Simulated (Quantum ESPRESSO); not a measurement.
# BP (F-43m): zone-centre phonons

Aim: the zone-centre modes of BP (F-43m).

Main program and level: Quantum ESPRESSO 7.5; DFT LDA, scalar-relativistic, plane waves, JTH PAW pseudopotentials.

**Measured values to reproduce.**

“Thermal expansion coefficients of high thermal conducting BAs and BP materials” (2019, arxiv:1906.04101) reports for BP, zinc blende, by single-crystal XRD (Mo K-alpha) (metal-flux-grown single crystal, 100 K): lattice constant a (cubic a at 100 K) 4.5383 ± 0.0008 Å.

For BP, zinc blende (synthetic BP; powder or crystal not specified, 300 K), “Boron phosphide under pressure: in situ study by Raman scattering and X-ray diffraction” (2015, arxiv:1505.05714) gives, by Raman scattering, 514.5 nm, backscattering: Raman mode (TO at Gamma (T2), ambient spectrum) 794 cm⁻¹ [very weak band; the pressure fit in the same paper quotes about 797 cm-1].

## (1) The starting structure

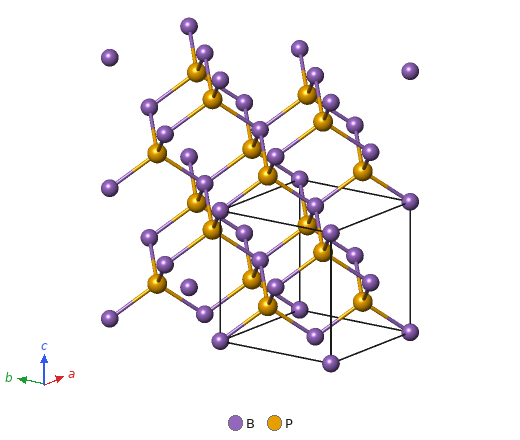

Start, viewed from a free direction; boron purple, phosphorus orange. 1×2×2 cells are drawn. This picture shows the conventional cell, with its axes. Bonds to atoms that aren't drawn are left out. Some periodic images of atoms are drawn too.

Structure file:

```
B P
1.0
    -2.26900    0.00000    2.26900
     0.00000    2.26900    2.26900
    -2.26900    2.26900    0.00000
B P
1 1
Cartesian
  0.0000 0.0000 0.0000
  -1.1345 1.1345 1.1345
```

## (2) A first look

Before anything dear is run, a loose run with smearing shows whether this is a metal and how far the cell is from rest.

probe.in reads:

```
&control
   calculation = 'scf'
   prefix = 'x'
   outdir = './tmp'
   pseudo_dir = './pseudo'
   tprnfor = .true.
   tstress = .true.
   verbosity = 'high'
/
&system
   ibrav = 2
   celldm(1) = 8.57557715
   nat = 2
   ntyp = 2
   ecutwfc = 50.0
   ecutrho = 400.0
   occupations = 'smearing'
   smearing = 'gaussian'
   degauss = 0.01
/
&electrons
   conv_thr = 1.0d-07
   mixing_beta = 0.7
   electron_maxstep = 100
/
ATOMIC_SPECIES
 B      10.8100  B.upf
 P      30.9738  P.upf
ATOMIC_POSITIONS crystal
 B      0.000000000   0.000000000   0.000000000
 P      0.250000000   0.250000000   0.250000000
K_POINTS automatic
 6 6 6 0 0 0
```

The run is started by

```
OMP_NUM_THREADS=1 mpirun -n 4 pw.x -nk 4 -in probe.in > probe.out
```

What it wrote:

```text
[banners, grids, parts of the stress and lines that vanish by symmetry left out]
Program PWSCF v.7.5
     file B.upf: wavefunction(s)  2S 0S 2P 0P renormalized
     file P.upf: wavefunction(s)  0S 0P renormalized
[...]
kinetic-energy cutoff     =      50.0000  Ry
     charge density cutoff     =     400.0000  Ry
     scf convergence threshold =      1.0E-07
[...]
Exchange-correlation= SLA PW NOGX NOGC
                           (   1   4   0   0   0   0   0)
[...]
24 Sym. Ops. (no inversion) found
[...]
(     0          1          0      )
                  (     0          0          1      )
[...]
(  0.0000000  1.0000000  0.0000000 )
                  (  0.0000000  0.0000000  1.0000000 )
[...]
(     1          0         -1      )
                  (     0          0         -1      )
[...]
(  0.0000000  1.0000000  0.0000000 )
[...]
(    -1          0          1      )
                  (    -1          0          0      )
[...]
(  0.0000000  0.0000000  1.0000000 )
                  (  0.0000000 -1.0000000  0.0000000 )
[...]
number of k points=    16  Gaussian smearing, width (Ry)=  0.0100
[...]
End of self-consistent calculation
[...]
the Fermi energy is     9.6572 ev
!    total energy              =     -64.30138641 Ry
[...]
convergence has been achieved in   6 iterations
[...]
atom    1 type  1   force =    -0.00000000   -0.00000000    0.00000000
     atom    2 type  2   force =     0.00000000    0.00000000   -0.00000000
[...]
Total force =     0.000000     Total SCF correction =     0.000000
[...]
total   stress  (Ry/bohr**3)                   (kbar)     P=      -52.36
[...]
XML data file, charge density, pseudopotentials, collected wavefunctions

   JOB DONE.
```

It took 1.6 s on 4 MPI ranks of Arm Neoverse V1, shared host; 6 s of CPU time.

This step gave:

```
volume per atom   : 11.68 Å³
pressure          : -5.236 GPa
gap on the k-mesh : 1.299 eV
```

A gap of 1.3 eV opens on this mesh, so the crystal is taken as an insulator; the start stands at -5.2 GPa.

## (3) Relaxation

The relaxation runs at a cutoff a fifth above that of the response, since stress converges more slowly with the basis than frequencies do. Forces and stress are brought to rest with tight thresholds.

relax.in reads:

```
&control
   calculation = 'vc-relax'
   prefix = 'x'
   outdir = './tmp'
   pseudo_dir = './pseudo'
   tprnfor = .true.
   tstress = .true.
   forc_conv_thr = 2.0d-05
   etot_conv_thr = 1.0d-07
   nstep = 40
/
&system
   ibrav = 2
   celldm(1) = 8.57557715
   nat = 2
   ntyp = 2
   ecutwfc = 60
   ecutrho = 480.0
   occupations = 'fixed'
   nbnd = 6
/
&electrons
   conv_thr = 1.0d-11
   mixing_beta = 0.7
   electron_maxstep = 100
/
&ions
/
&cell
   press_conv_thr = 0.2
/
ATOMIC_SPECIES
 B      10.8100  B.upf
 P      30.9738  P.upf
ATOMIC_POSITIONS crystal
 B      0.000000000   0.000000000   0.000000000
 P      0.250000000   0.250000000   0.250000000
K_POINTS automatic
 10 10 10 0 0 0
```

The run is started by

```
OMP_NUM_THREADS=1 mpirun -n 4 pw.x -nk 4 -in relax.in > relax.out
```

What it wrote:

```text
[banners, grids, parts of the stress and lines that vanish by symmetry left out]
[banner, memory and clock lines left out]
Program PWSCF v.7.5

[...]
kinetic-energy cutoff     =      60.0000  Ry
     charge density cutoff     =     480.0000  Ry
     scf convergence threshold =      1.0E-11
[...]
energy convergence thresh.=      1.0E-07
     force convergence thresh. =      2.0E-05
     press convergence thresh. =      2.0E-01
     Exchange-correlation= SLA PW NOGX NOGC
                           (   1   4   0   0   0   0   0)
[...]
24 Sym. Ops. (no inversion) found
[...]
number of k points=    47
[...]
End of self-consistent calculation
[...]
highest occupied, lowest unoccupied level (ev):     9.0334   10.2213
!    total energy              =     -64.30276354 Ry
[...]
convergence has been achieved in   9 iterations
[...]
atom    1 type  1   force =     0.00000000    0.00000000    0.00000000
     atom    2 type  2   force =     0.00000000    0.00000000    0.00000000
     Total force =     0.000000     Total SCF correction =     0.000000
[...]
total   stress  (Ry/bohr**3)                   (kbar)     P=      -53.30
[...]
number of bfgs steps    =   0
[...]
CELL_PARAMETERS (alat=  8.57557715)
[...]
ATOMIC_POSITIONS (crystal)
B                0.0000000000        0.0000000000        0.0000000000
P                0.2500000000        0.2500000000        0.2500000000
[...]
New effective cutoffs (rho, wfc):  487.10   61.10
[...]
End of self-consistent calculation
[...]
highest occupied, lowest unoccupied level (ev):     9.4065   10.5629
!    total energy              =     -64.30366948 Ry
[...]
convergence has been achieved in   7 iterations
[...]
atom    1 type  1   force =    -0.00000000   -0.00000000   -0.00000000
     atom    2 type  2   force =     0.00000000    0.00000000    0.00000000
     Total force =     0.000000     Total SCF correction =     0.000000
[...]
total   stress  (Ry/bohr**3)                   (kbar)     P=       -8.50
[...]
number of bfgs steps    =   1
[...]
CELL_PARAMETERS (alat=  8.57557715)
[...]
ATOMIC_POSITIONS (crystal)
B               -0.0000000000       -0.0000000000        0.0000000000
P                0.2500000000        0.2500000000        0.2500000000
[...]
New effective cutoffs (rho, wfc):  488.75   61.31
[...]
End of self-consistent calculation
[...]
highest occupied, lowest unoccupied level (ev):     9.4769   10.6273
!    total energy              =     -64.30369105 Ry
[...]
convergence has been achieved in   8 iterations
[...]
atom    1 type  1   force =    -0.00000000   -0.00000000   -0.00000000
     atom    2 type  2   force =     0.00000000    0.00000000   -0.00000000
     Total force =     0.000000     Total SCF correction =     0.000000
[...]
total   stress  (Ry/bohr**3)                   (kbar)     P=        0.39
[...]
number of bfgs steps    =   2
[...]
CELL_PARAMETERS (alat=  8.57557715)
[...]
ATOMIC_POSITIONS (crystal)
B                0.0000000000       -0.0000000000        0.0000000000
P                0.2500000000        0.2500000000        0.2500000000
[...]
New effective cutoffs (rho, wfc):  488.68   61.30
[...]
End of self-consistent calculation
[...]
highest occupied, lowest unoccupied level (ev):     9.4738   10.6245
!    total energy              =     -64.30369109 Ry
[...]
convergence has been achieved in   6 iterations
[...]
atom    1 type  1   force =    -0.00000000   -0.00000000   -0.00000000
     atom    2 type  2   force =     0.00000000    0.00000000    0.00000000
     Total force =     0.000000     Total SCF correction =     0.000000
[...]
total   stress  (Ry/bohr**3)                   (kbar)     P=       -0.00
[...]
bfgs converged in   4 scf cycles and   3 bfgs steps
[...]
End of BFGS Geometry Optimization
     Final enthalpy           =     -64.3036910908 Ry
     File ./tmp/x.bfgs deleted, as requested
[...]
CELL_PARAMETERS (alat=  8.57557715)
[...]
ATOMIC_POSITIONS (crystal)
B                0.0000000000       -0.0000000000        0.0000000000
P                0.2500000000        0.2500000000        0.2500000000
[...]
Final scf calculation at the relaxed structure.
[...]
kinetic-energy cutoff     =      60.0000  Ry
     charge density cutoff     =     480.0000  Ry
     scf convergence threshold =      1.0E-13
[...]
press convergence thresh. =      2.0E-01
     Exchange-correlation= SLA PW NOGX NOGC
                           (   1   4   0   0   0   0   0)
[...]
24 Sym. Ops. (no inversion) found
[...]
number of k points=    47
[...]
c_bands:  1 eigenvalues not converged
[...]
c_bands:  1 eigenvalues not converged
[...]
End of self-consistent calculation
[...]
highest occupied, lowest unoccupied level (ev):     9.4738   10.6245
!    total energy              =     -64.30368378 Ry
[...]
convergence has been achieved in  10 iterations
[...]
atom    1 type  1   force =    -0.00000000    0.00000000   -0.00000000
     atom    2 type  2   force =     0.00000000   -0.00000000    0.00000000
     Total force =     0.000000     Total SCF correction =     0.000000
[...]
total   stress  (Ry/bohr**3)                   (kbar)     P=       -0.02
[...]
XML data file, charge density, pseudopotentials, collected wavefunctions
```

The job ended after 9.7 s (4 MPI ranks).

The steps of the relaxation:

| step | energy less that of the first step (eV) | largest force (eV/Å) | pressure (GPa) | volume (Å³) |
| --- | --- | --- | --- | --- |
| 1 | 0.0000 | 0.0000 | -5.33 | 23.36 |
| 2 | -0.0123 | 0.0000 | -0.85 | 22.73 |
| 3 | -0.0126 | 0.0000 | 0.04 | 22.62 |
| 4 | -0.0126 | 0.0000 | 0.00 | 22.62 |
| 5 | -0.0125 | 0.0000 | 0.00 | 22.62 |

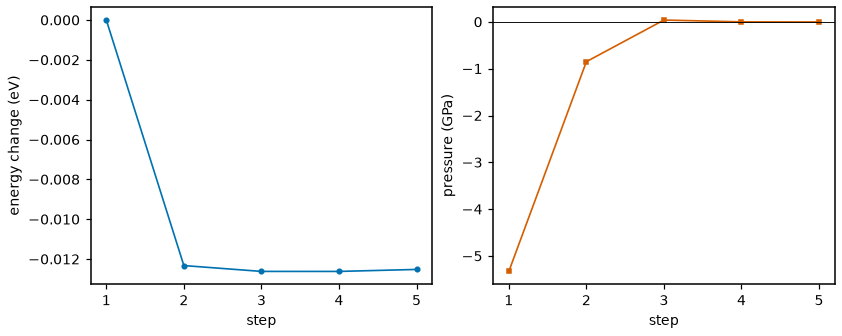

Energy and pressure along the relaxation.

| conventional cell, symmetrised | before | after | change |
| --- | --- | --- | --- |
| a (Å) | 4.538 | 4.490 | -1.1 % |
| b (Å) | 4.538 | 4.490 | -1.1 % |
| c (Å) | 4.538 | 4.490 | -1.1 % |
| volume (Å³/atom) | 11.68 | 11.31 | -3.2 % |

Final coordinates:

```cif
data_structure
_symmetry_space_group_name_H-M 'P 1'
_symmetry_Int_Tables_number 1
_cell_length_a 3.1746
_cell_length_b 3.1746
_cell_length_c 3.1746
_cell_angle_alpha 60.000
_cell_angle_beta 60.000
_cell_angle_gamma 60.000
_cell_volume 22.62
loop_
_atom_site_label
_atom_site_type_symbol
_atom_site_fract_x
_atom_site_fract_y
_atom_site_fract_z
_atom_site_occupancy
B1 B 0.00000 0.00000 0.00000 1
P2 P 0.25000 0.25000 0.25000 1
```

The last row of the table of steps is pw.x's closing run on a basis chosen anew for the final cell, so its energy can jump.

Read from the output:

| Item | Value |
| --- | --- |
| volume per atom | 11.31 Å³ |
| pressure | -0.002 GPa |
| gap on the k-mesh | 1.151 eV |

The volume changes by -3.2 % from the cell with which this run began.

## (4) Self-consistent run for the response

The response is built on this ground state, so it is converged far tighter than an energy would need. With a gap, occupations are fixed, which also allows the response to an electric field.

scf.in reads:

```
&control
   calculation = 'scf'
   prefix = 'x'
   outdir = './tmp'
   pseudo_dir = './pseudo'
   tprnfor = .true.
   tstress = .true.
/
&system
   ibrav = 2
   celldm(1) = 8.48412445
   nat = 2
   ntyp = 2
   ecutwfc = 50.0
   ecutrho = 400.0
   occupations = 'fixed'
   nbnd = 6
/
&electrons
   conv_thr = 1.0d-12
   mixing_beta = 0.7
   electron_maxstep = 100
/
ATOMIC_SPECIES
 B      10.8100  B.upf
 P      30.9738  P.upf
ATOMIC_POSITIONS crystal
 B      0.000000000   0.000000000   0.000000000
 P      0.250000000   0.250000000   0.250000000
K_POINTS automatic
 12 12 12 0 0 0
```

The run is started by

```
OMP_NUM_THREADS=1 mpirun -n 4 pw.x -nk 4 -in scf.in > scf.out
```

What it wrote:

```text
[banners, grids, parts of the stress and lines that vanish by symmetry left out]
[banner, memory and clock lines left out]
Program PWSCF v.7.5

[...]
kinetic-energy cutoff     =      50.0000  Ry
     charge density cutoff     =     400.0000  Ry
     scf convergence threshold =      1.0E-12
[...]
Exchange-correlation= SLA PW NOGX NOGC
                           (   1   4   0   0   0   0   0)
[...]
24 Sym. Ops. (no inversion) found
[...]
number of k points=    72
[...]
End of self-consistent calculation
[...]
highest occupied, lowest unoccupied level (ev):     9.4739   10.6189
!    total energy              =     -64.30359964 Ry
[...]
convergence has been achieved in  10 iterations
[...]
atom    1 type  1   force =     0.00000000    0.00000000    0.00000000
     atom    2 type  2   force =     0.00000000    0.00000000    0.00000000
     Total force =     0.000000     Total SCF correction =     0.000000
[...]
total   stress  (Ry/bohr**3)                   (kbar)     P=       -0.33
[...]
XML data file, charge density, pseudopotentials, collected wavefunctions
```

Elapsed: 3.4 s, on 4 MPI ranks; 13 s of CPU time.

Numbers from this step:

```yaml
pressure: -0.033 GPa
gap_on_the_k_mesh: 1.145 eV
```

The cell stands at -0.033 GPa, close enough for phonons.

(Part 1 of 2 ends here.)

[Host names and launcher messages were left out of these logs when they were recorded.]

[Logs are printed without paths, hosts, clocks, repeated set-up lines and the standing remarks that a program may print on its own settings, such as how far it seeks lower states.]

[Hosts, paths, dates, database ids (printed as entryN), source tags and the programs' standing remarks are cut or masked in the printed files.]
